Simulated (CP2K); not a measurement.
Consider oxetane at its PBE geometry (Å).

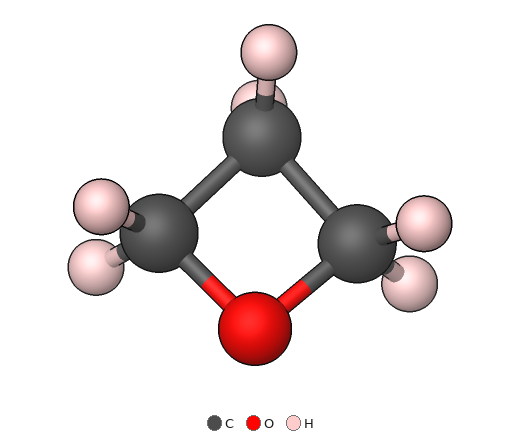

The molecule (carbon dark grey, oxygen red, hydrogen pink).

```xyz
10

C    -0.0863    0.6317   -0.4794
C     1.0749   -0.1964    0.1062
O     0.1511   -1.0505    0.8564
C    -1.0015   -0.3341    0.2987
H    -0.1258    1.6741   -0.1450
H    -0.1865    0.6016   -1.5697
H     1.6598   -0.7803   -0.6217
H     1.7624    0.3400    0.7782
H    -1.6199    0.1136    1.0920
H    -1.6281   -0.9997   -0.3158
```

Method: CP2K XAS_TDP, all-electron GAPW, PBEh(45%), aug-cc-pVDZ, TDA, no relativity.

Where do the C K-edge lines lie, and how strong are they?

Leading lines: C1 283.91 eV and C2 284.56 eV. The leading line of an atom is its first one with 35 % of the strongest within 2.5 eV of its lowest line over the strength cut. 

The first six lines of each atom with a strength over 0.0015:

```tsv
atom	energy (eV)	states	strength, one atom
C1 (bonded to 2 C and 2 H)	283.91	1	0.0080
	284.33	1	0.0197
	284.53	1	0.0097
	284.57	1	0.0032
	285.52	1	0.0044
	286.07	1	0.0130
C2 (bonded to C, O and 2 H), 2 alike	284.56	1	0.0399
	285.18	1	0.0070
	285.65	1	0.0202
	286.00	1	0.0019
	286.73	1	0.0050
	287.04	1	0.0056
```

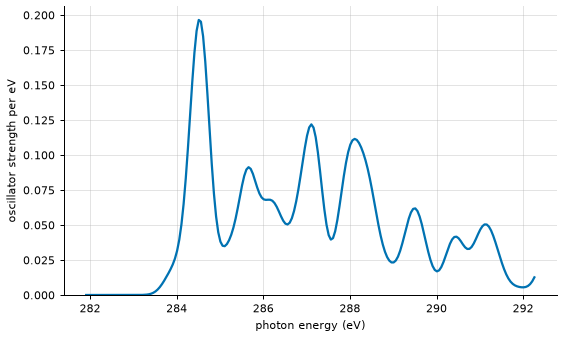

All atoms added, broadened by 0.5 eV.

Lines are vertical, at one geometry, with no vibrational structure. Without a correction of the core level, line positions, and the gaps between valence and Rydberg lines, follow the share of exact exchange. At this level such K lines come out 3 to 6 eV under measured ones. These values hold no scalar relativity, about 0.1 eV for C 1s. Rydberg lines, and the discretised continuum above threshold, depend on the basis and the box.

[Banner, clock and machine lines of the logs are left out without a mark of their own.]

[Logs are printed without paths, hosts, clocks, repeated set-up lines and the standing remarks that a program may print on its own settings, such as how far it seeks lower states.]

[Hosts, paths, dates, database ids (printed as entryN), source tags and the programs' standing remarks are cut or masked in the printed files.]
